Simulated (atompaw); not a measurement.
| Item | Value |
| --- | --- |
| Element | Gd (Z = 64) |
| Generator | atompaw 4.2.0.5 |
| Type | PAW |
| Functional | PBEsol |
| Relativity | scalar-relativistic |
| Frozen core | [Xe] 4f7 |
| Valence charge | 3 |
| Reference configuration | 5d1 6s1 6p0 (charge +1) |
| Partial waves | 6s (bound): rc 3.00 bohr; 6s channel at -0.35 Ry: rc 3.00 bohr; 6p (bound, empty): rc 3.00 bohr; 6p channel at 0.55 Ry: rc 3.00 bohr; 5d (bound): rc 3.00 bohr; 5d channel at -0.05 Ry: rc 3.00 bohr |
| Local potential | troulliermartins scheme with l = 3 at 0 Ry, radius 2.95 bohr |
| Core correction | smooth core density matched at 2.15 bohr |
| Augmentation charge | sinc compensation charge, radius 2.85 bohr; PAW radius 3.00 bohr; waves and projectors: custom polynom2 7 10 vanderbiltortho |

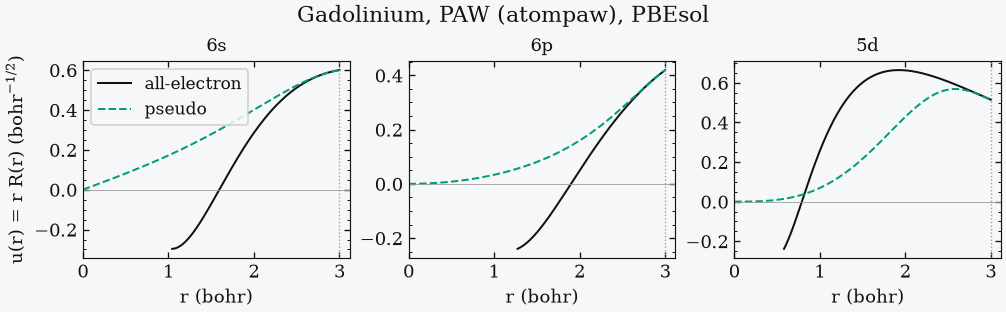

Pseudo-waves (dashed) against the all-electron radial functions (solid). Dotted lines mark the matching radii. The all-electron curves start outside the innermost oscillations, which aren't drawn.

Pseudo-waves: 6s has no node; 6p has no node; 5d has no node.

- Cutoffs needed: 10 Ry and 21 Ry (the cutoffs, on a coarse ladder, from which the occupation-weighted sum of valence levels, in a spherical-Bessel basis at the reference potential, stays within 10 and 1 mRy of its value at 400 Ry)
- Ghost test: ghost states below the valence levels: s at -66.8 eV, p at -29.7 eV (spherical-Bessel basis up to 400 Ry, 20 bohr box)
- Lowest eigenvalue of the overlap operator: 0.32 (s channel)
- Overlap eigenvalues printed by atompaw (projector basis): 0.0114, 0.38, 0.866, 2.31e+03, 5.52e+03, 7.37e+03
- Share of each valence orbital outside the PAW sphere: 6s 69 %, 6p 88 %, 5d 28 %
